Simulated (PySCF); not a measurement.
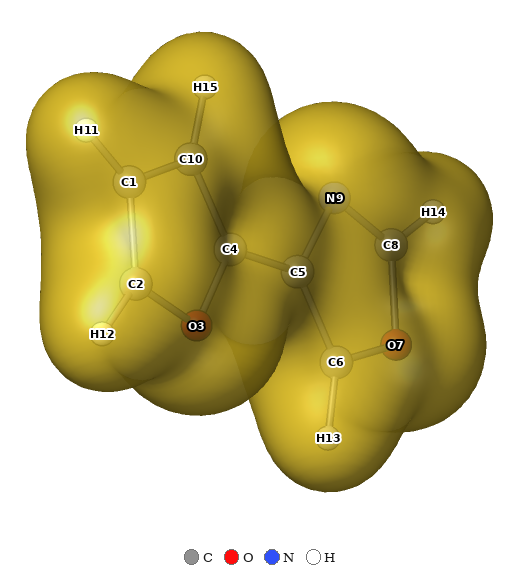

*C$_{7}$H$_{5}$NO$_{2}$. Isosurface of the total electron density at 0.1 e/Å³ (yellow), seen at an oblique angle.*

Geometry: GFN2-xTB.

Method: PySCF 2.14.0, CAM-B3LYP/def2-SVPD, SCF density, gas phase.

```xyz
15

C    -2.6580   -0.1251    0.4025
C    -2.4515    0.0668   -0.9297
O    -1.1395    0.1395   -1.2062
C    -0.4811   -0.0076   -0.0334
C     0.9547    0.0283   -0.0207
C     1.8384    0.1976   -1.0545
O     3.0873    0.1576   -0.5442
C     2.9139   -0.0327    0.7674
N     1.6822   -0.1167    1.1370
C    -1.3757   -0.1745    0.9920
H    -3.6016   -0.2188    0.8999
H    -3.1307    0.1638   -1.7536
H     1.7137    0.3434   -2.1063
H     3.7727   -0.1007    1.4042
H    -1.1292   -0.3129    2.0237
```

Question: How is the density connected at this value?

Answer: At this value the surface is in one piece. It bridges the sampled C–N (1.29 Å), C–O (1.34 Å), C–C (1.36 Å) and C–H (1.07 Å) contacts, where the density stays above the isovalue. On the grid the lowest density along these lines, outside the cores, is 2.6 e/Å³ (C–N, 1.29 Å), 2 e/Å³ (C–O, 1.34 Å), 2.2 e/Å³ (C–C, 1.36 Å) and 2 e/Å³ (C–H, 1.07 Å).
